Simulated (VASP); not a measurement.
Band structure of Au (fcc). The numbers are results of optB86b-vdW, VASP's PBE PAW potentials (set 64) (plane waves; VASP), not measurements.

Unless said otherwise, spin-orbit coupling is left out, though it shifts the bands of the heavy elements here.

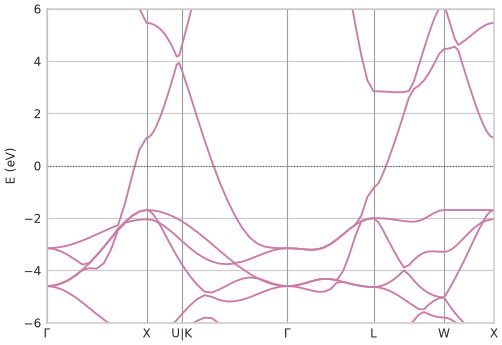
Fig. 1. Bands along high-symmetry lines, zero at the valence-band maximum or, without a gap, the Fermi level

Problem. Read the plot: is there a gap, and where are the band edges?

Solution. It has no gap at this level: it comes out as a metal or semimetal. (Edges off the drawn lines would not show.)

The compound is Au in the fcc structure. It was relaxed first.
